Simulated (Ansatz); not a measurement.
CH5Al2BrOS

Input

```
crystal:
  periodic: [false, false, false]
  atoms:
    - { symbol: O, position_ang: [1.0546, -2.3701, -0.4907] }
    - { symbol: Al, position_ang: [0.0143, -1.4357, 0.758] }
    - { symbol: C, position_ang: [-1.46704, -2.34607, 1.71879] }
    - { symbol: Br, position_ang: [-2.38261, -1.16296, 2.85157] }
    - { symbol: Al, position_ang: [-0.74913, -3.90166, 2.72187] }
    - { symbol: S, position_ang: [0.80198, -3.54778, 4.32761] }
    - { symbol: H, position_ang: [0.5546, -2.1549, -1.3492] }
    - { symbol: H, position_ang: [0.31093, 0.0598, 1.05251] }
    - { symbol: H, position_ang: [-2.2666, -2.70339, 0.95042] }
    - { symbol: H, position_ang: [-1.28024, -5.36155, 2.40056] }
    - { symbol: H, position_ang: [1.83817, -3.64053, 3.38209] }
basis:
  gaussian: { orbitals: def2-SVP }
hamiltonian:
  xc: blyp
relax:
  f_tol: 0.015
  max_steps: 40
output:
  orbitals: {}
```

Command:

```sh
ansatz run input.yaml --threads 2 --pin off --max-ram 3072MiB --backend cpu --events-out ev --progress --plain --runs-dir out
```

The fields are those of the run's last geometry, not of the input's.

Level of theory: RKS BLYP/def2-SVP in Ansatz 0.2.0.

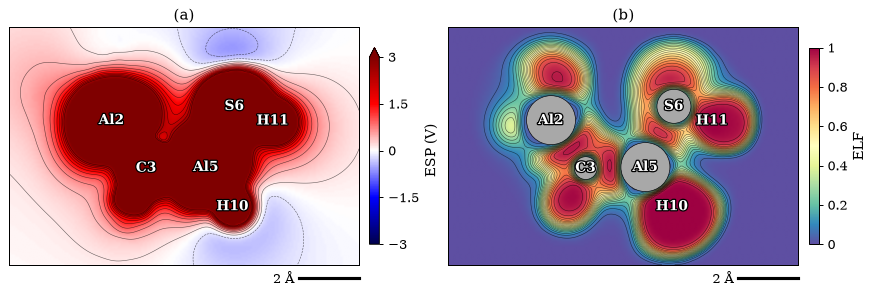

Figure 1. (a) molecular electrostatic potential; (b) electron localisation function on the plane of atoms Al5, S6 and H11. Grey discs cover the atomic cores in the ELF map.

**Describe what can be read from this map.**

- Atoms in the plane: Al, C, S and H.
- C–Al (1.97 Å): the ELF peaks at about 0.95 between the atoms: a shared but strongly polarised pair.
- Al–S (2.22 Å): the ELF peaks at about 0.90 in the valence shell of S, 1.0 Å from its nucleus, and is about 0.90 at the midpoint.
- The ELF also peaks beside S6, away from the bonds: lone-pair regions.
- Outside the dense part of the molecule the potential is most negative (−0.6 V) near S6.

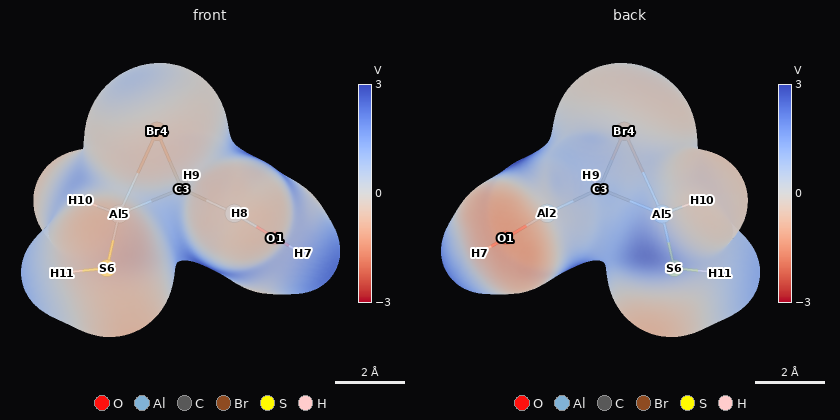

Figure 2. The molecular electrostatic potential painted on the density surface at 0.002 e/bohr³, seen from the front and from behind; red is negative and blue positive.

**Describe the electrostatic potential map.**

The most negative region (about −1.3 V) lies over O1, the most positive (about +2.7 V) over Al2. O1 is the likeliest acceptor of a hydrogen bond.

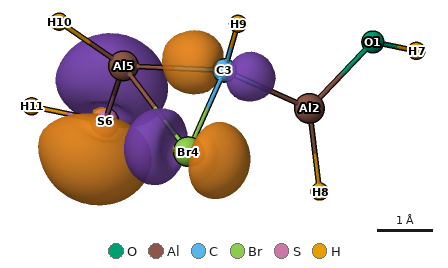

Figure 3. One frontier orbital at ±0.15 Å⁻³ᐟ² (orange and purple are the two phases), seen from one side.

**Which orbital is it: HOMO or LUMO?**

The HOMO, at −5.95 eV. It lies mainly on S6 (about 60 %), Br4 (about 15 %), Al5 (about 10 %) and C3 (about 10 %).
